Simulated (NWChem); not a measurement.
# C2H4FIn (SMILES C=[C](F)[InH2]) at 4 levels

Wanted: a comparison of 4 runs (HF/STO-3G, HF/3-21G, wB97X/STO-3G, CAM-B3LYP/3-21G) of C2H4FIn. 

The results are computed with NWChem 7.3.0.

### Step 1. The system as given

C2H4FIn has 8 atoms, charge 0, and is taken as a singlet. As SMILES, `C=[C](F)[InH2]`. Geometry: a GFN2-xTB relaxation, a rough one for these elements and not checked as a minimum.

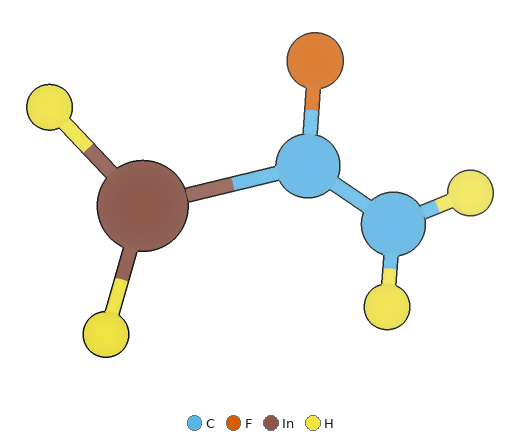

Viewed from a chosen angle; carbon blue, fluorine orange, indium brown, hydrogen yellow.

### Step 2. Energy and gradient at HF/STO-3G (run 1)

mymol.nw reads:

```
start mymol
title "C2H4FIn"
memory stack 880 mb heap 220 mb global 1100 mb

geometry units bohr noautosym nocenter noautoz
C   2.14092742  1.86429041  0.99509198
C  -0.11752207  1.21365771  0.16640928
F  -1.94365891  3.02641529 -0.12424949
In -1.67796342 -2.48124820 -0.94482527
H   2.64060880  3.78908985  1.46442436
H   3.56859661  0.42378998  1.22172684
H   0.18623251 -5.18618327 -0.86702524
H  -4.79723984 -2.64983066 -1.91155246
end

basis spherical bse
* library STO-3G
end

scf
nopen 0
rhf
thresh 1e-08
maxiter 80
print low
end

task scf gradient
```

Run with:

```bash
$ nwchem mymol.nw > mymol.out
```

Output:

```text
[...]
  functions       =    46
[...]
  wavefunction    = RHF
[...]
         Total SCF energy =  -5857.986927696629
      One-electron energy =  -8727.737016557188
      Two-electron energy =   2561.650307198718
 Nuclear repulsion energy =    308.099781661842
        Time for solution =      3.4s
[...]
                         RHF ENERGY GRADIENTS
    atom               coordinates                        gradient
                 x          y          z           x          y          z
   1 C       2.140927   1.864290   0.995092    0.003338   0.004627   0.001813
   2 C      -0.117522   1.213658   0.166409    0.022843   0.029950   0.012251
   3 F      -1.943659   3.026415  -0.124249   -0.005272  -0.012489  -0.003658
   4 In     -1.677963  -2.481248  -0.944825   -0.000840   0.018342   0.002969
   5 H       2.640609   3.789090   1.464424   -0.002257   0.000755  -0.000755
   6 H       3.568597   0.423790   1.221727   -0.003010  -0.004721  -0.001584
   7 H       0.186233  -5.186183  -0.867025    0.019731  -0.032212   0.000126
   8 H      -4.797240  -2.649831  -1.911552   -0.034534  -0.004252  -0.011162
 Task  times  cpu:        4.5s     wall:        4.5s
 Total times  cpu:        4.5s     wall:        4.5s
```

It took 5.1 s on 1 thread of AMD EPYC 9R45 (Zen 5), shared host; peak memory 0.1 GiB.

### Step 3. Energy and gradient at HF/3-21G (run 2)

run.py reads:

```python
from ase import Atoms
from ase.calculators.nwchem import NWChem

mol = Atoms('CCFInHHHH', positions=[
    [1.132930, 0.986540, 0.526580],
    [-0.062190, 0.642240, 0.088060],
    [-1.028540, 1.601510, -0.065750],
    [-0.887940, -1.313020, -0.499980],
    [1.397350, 2.005100, 0.774940],
    [1.888420, 0.224260, 0.646510],
    [0.098550, -2.744410, -0.458810],
    [-2.538590, -1.402230, -1.011550],
])

calc = NWChem(
    label='c2h4fin',
    theory='scf',
    memory='2200 mb',
    basis='3-21G',
    basispar='spherical bse',
    scf={'nopen': '0', 'rhf': None, 'thresh': '1e-08', 'maxiter': '80'},
)
mol.calc = calc

forces = mol.get_forces()
print(f"energy = {mol.get_potential_energy():.6f} eV")
print("forces (eV/A):")
for s, f in zip(mol.symbols, forces):
    print(f"{s:2s} {f[0]:10.5f} {f[1]:10.5f} {f[2]:10.5f}")
print("dipole (e A):", mol.get_dipole_moment().round(4))
```

Run with:

```bash
$ export ASE_NWCHEM_COMMAND="nwchem PREFIX.nwi > PREFIX.nwo"
$ python run.py
```

Output:

```text
energy = -160307.795851 eV
forces (eV/A):
C     0.00231   -0.06978   -0.00920
C     0.56451   -1.08017    0.00468
F    -0.42752    0.95789    0.01574
In    0.31805    0.40012    0.16532
H    -0.13051   -0.26940   -0.07837
H    -0.19494    0.30015   -0.02191
H     0.33008   -0.28256    0.05302
H    -0.46198    0.04376   -0.12922
dipole (e A): [ 0.2438 -0.2714  0.0355]
```

The calculator wrote c2h4fin.nwi:

```
title "c2h4fin"

permanent_dir c2h4fin

scratch_dir c2h4fin

start c2h4fin

geometry units angstrom nocenter noautosym noautoz
  C  1.1329300000000000e+00 9.8653999999999997e-01 5.2658000000000005e-01
  C  -6.2190000000000002e-02 6.4224000000000003e-01 8.8059999999999999e-02
  F  -1.0285400000000000e+00 1.6015100000000000e+00 -6.5750000000000003e-02
  In -8.8793999999999995e-01 -1.3130200000000001e+00 -4.9997999999999998e-01
  H  1.3973500000000001e+00 2.0051000000000001e+00 7.7493999999999996e-01
  H  1.8884200000000000e+00 2.2425999999999999e-01 6.4651000000000003e-01
  H  9.8549999999999999e-02 -2.7444099999999998e+00 -4.5881000000000000e-01
  H  -2.5385900000000001e+00 -1.4022300000000001e+00 -1.0115499999999999e+00
end

memory 2200 mb

basis spherical bse noprint
   * library 3-21G
end

scf
  nopen 0
  rhf
  thresh 1e-08
  maxiter 80
end

task scf gradient
```

c2h4fin.nwo:

```text
Northwest Computational Chemistry Package (NWChem) 7.3.0
             --------------------------------------------------------

           Job information
           ---------------

    nwchem branch   = 7.3.0
    use scalapack   = T
    input           = c2h4fin.nwi
    prefix          = c2h4fin.
    data base       = c2h4fin/c2h4fin.db
    status          = startup
    nproc           =        1

           Memory information
           ------------------

    heap     =     72089596 doubles =      550.0 Mbytes
    stack    =     72089601 doubles =      550.0 Mbytes
    global   =    144179200 doubles =     1100.0 Mbytes (distinct from heap & stack)
    total    =    288358397 doubles =     2200.0 Mbytes
    verify   = yes
    hardfail = no

[... 135 lines left out ...]
 Convergence threshold     :          1.000E-08
[... 13 lines left out ...]
       Final RHF  results
[... 3 lines left out ...]
      One-electron energy =  -8749.955648060743
[... 1 line left out ...]
 Nuclear repulsion energy =    308.099804112694
[... 55 lines left out ...]
                       ROHF Final Molecular Orbital Analysis
[... 257 lines left out ...]
                         RHF ENERGY GRADIENTS

    atom               coordinates                        gradient
                 x          y          z           x          y          z
   1 C       2.140927   1.864290   0.995092   -0.000045   0.001357   0.000179
   2 C      -0.117522   1.213658   0.166409   -0.010978   0.021006  -0.000091
   3 F      -1.943659   3.026415  -0.124249    0.008314  -0.018628  -0.000306
[... 4 lines of this table left out ...]
   8 H      -4.797239  -2.649830  -1.911552    0.008984  -0.000851   0.002513

                 ----------------------------------------
                 |  Time  |  1-e(secs)   |  2-e(secs)   |
                 ----------------------------------------
                 |  CPU   |       0.00   |       1.12   |
                 ----------------------------------------
                 |  WALL  |       0.00   |       1.12   |
                 ----------------------------------------

 Task  times  cpu:        4.8s     wall:        4.8s
 Total times  cpu:        4.8s     wall:        4.8s
```

Run time: 5.7 s. Hardware: 1 thread of AMD EPYC 9R45 (Zen 5), shared host; peak memory 0.1 GiB.

Run 3 isn't shown in full; the table further down has it.

### Step 4. Energy and forces at CAM-B3LYP/3-21G (run 4)

run.py: that of step 3 with these lines changed.

```diff
@@ -16,3 +16,3 @@
     label='c2h4fin',
-    theory='scf',
+    theory='dft',
     memory='2200 mb',
@@ -20,3 +20,3 @@
     basispar='spherical bse',
-    scf={'nopen': '0', 'rhf': None, 'thresh': '1e-08', 'maxiter': '80'},
+    dft={'xc': 'xcamb88 1.00 lyp 0.81 vwn_5 0.19 hfexch 1.00', 'cam': '0.33 cam_alpha 0.19 cam_beta 0.46', 'mult': '1', 'grid': 'xfine', 'convergence': 'energy 1e-08', 'direct': None, 'iterations': '100', 'mulliken': None},
 )
@@ -25,3 +25,3 @@
 forces = mol.get_forces()
-print(f"energy = {mol.get_potential_energy():.6f} eV")
+print("Total energy (eV):", round(mol.get_potential_energy(), 6))
 print("forces (eV/A):")
```

Run with:

```bash
$ export ASE_NWCHEM_COMMAND="nwchem PREFIX.nwi > PREFIX.nwo"
$ python run.py
```

Output:

```text
Total energy (eV): -160405.111793
forces (eV/A):
C     0.33188   -0.15792    0.08202
C    -0.16892   -1.27696   -0.26369
F    -0.53957    0.87274   -0.03327
In    0.43467    0.56019    0.23032
H    -0.05209    0.11935    0.00864
H     0.08670    0.00766    0.02216
H     0.22857   -0.18275    0.03939
H    -0.32123    0.05770   -0.08551
dipole (e A): [ 0.1873 -0.182   0.0316]
```

The calculator wrote c2h4fin.nwi:

```
title "c2h4fin"

permanent_dir c2h4fin

scratch_dir c2h4fin

start c2h4fin

geometry units angstrom nocenter noautosym noautoz
  C  1.1329300000000000e+00 9.8653999999999997e-01 5.2658000000000005e-01
  C  -6.2190000000000002e-02 6.4224000000000003e-01 8.8059999999999999e-02
  F  -1.0285400000000000e+00 1.6015100000000000e+00 -6.5750000000000003e-02
  In -8.8793999999999995e-01 -1.3130200000000001e+00 -4.9997999999999998e-01
  H  1.3973500000000001e+00 2.0051000000000001e+00 7.7493999999999996e-01
  H  1.8884200000000000e+00 2.2425999999999999e-01 6.4651000000000003e-01
  H  9.8549999999999999e-02 -2.7444099999999998e+00 -4.5881000000000000e-01
  H  -2.5385900000000001e+00 -1.4022300000000001e+00 -1.0115499999999999e+00
end

memory 2200 mb

basis spherical bse noprint
   * library 3-21G
end

dft
  xc xcamb88 1.00 lyp 0.81 vwn_5 0.19 hfexch 1.00
  cam 0.33 cam_alpha 0.19 cam_beta 0.46
  mult 1
  grid xfine
  convergence energy 1e-08
  direct
  iterations 100
  mulliken
end

task dft gradient
```

c2h4fin.nwo:

```text
Northwest Computational Chemistry Package (NWChem) 7.3.0
             --------------------------------------------------------

           Job information
           ---------------

    nwchem branch   = 7.3.0
    use scalapack   = T
    input           = c2h4fin.nwi
    prefix          = c2h4fin.
    data base       = c2h4fin/c2h4fin.db
    status          = startup
    nproc           =        1

           Memory information
           ------------------

    heap     =     72089596 doubles =      550.0 Mbytes
    stack    =     72089601 doubles =      550.0 Mbytes
    global   =    144179200 doubles =     1100.0 Mbytes (distinct from heap & stack)
    total    =    288358397 doubles =     2200.0 Mbytes
    verify   = yes
    hardfail = no

[... 107 lines left out ...]
  convergence criterion.
[... 47 lines left out ...]
          Spatial weights used:  Erf1
[... 77 lines left out ...]
         Total DFT energy =    -5894.779179915083
[... 3 lines left out ...]
 Nuclear repulsion energy =      308.099804112694
[... 549 lines left out ...]
          Convergence on gradient requested:  5.00D-04
[... 33 lines left out ...]
          total energy or number of iterations.
[... 32 lines left out ...]
                         DFT ENERGY GRADIENTS

    atom               coordinates                        gradient
                 x          y          z           x          y          z
   1 C       2.140927   1.864290   0.995092   -0.006454   0.003071  -0.001595
   2 C      -0.117522   1.213658   0.166409    0.003285   0.024833   0.005128
   3 F      -1.943659   3.026415  -0.124249    0.010493  -0.016972   0.000647
[... 4 lines of this table left out ...]
   8 H      -4.797239  -2.649830  -1.911552    0.006247  -0.001122   0.001663

                 ----------------------------------------
                 |  Time  |  1-e(secs)   |  2-e(secs)   |
                 ----------------------------------------
                 |  CPU   |       0.00   |       3.16   |
                 ----------------------------------------
                 |  WALL  |       0.00   |       3.16   |
                 ----------------------------------------

 Task  times  cpu:       16.9s     wall:       16.9s
 Total times  cpu:       16.9s     wall:       16.9s
```

Run time: 18 s. Hardware: 1 thread of AMD EPYC 9R45 (Zen 5), shared host; peak memory 0.14 GiB.

### Step 5. All runs side by side

```
run            level  iteration cap  module   energy (Eh)  largest force (eV/Å)  wall time
  1        HF/STO-3G             80     scf  -5857.986928                 2.037      5.1 s
  2         HF/3-21G             80     scf  -5891.202885                 1.219      5.7 s
  3     wB97X/STO-3G            100     dft  -5860.996784                 3.982       19 s
  4  CAM-B3LYP/3-21G            100     dft  -5894.779180                 1.315       18 s
```

### Step 6. What came out

| quantity | value |
| --- | --- |
| run 4: total energy | -5894.77918 Eh |
| run 4: dipole moment | 1.26 D |
| run 4: HOMO energy | -8.55 eV |
| run 4: LUMO energy | -1.04 eV |
| run 4: HOMO–LUMO gap | 7.51 eV |
| run 4: largest force on an atom | 1.315 eV/Å |

Over runs 2, 3, 4 the dipole moment (its size) runs from 1.11 D (wB97X/STO-3G) to 1.76 D (HF/3-21G). The two ends differ in method and basis. Over runs 2, 3, 4 the HOMO–LUMO gap runs from 7.51 eV (CAM-B3LYP/3-21G) to 10.72 eV (HF/3-21G). Exact exchange widens orbital gaps. Totals of different functionals can't be ranked against each other. In runs 1, 3 the basis is minimal, so the values are rough. In runs 1, 2, 3, 4 relativity is left out where basis or elements ask for it. All runs together took 47 s, the longest 19 s.
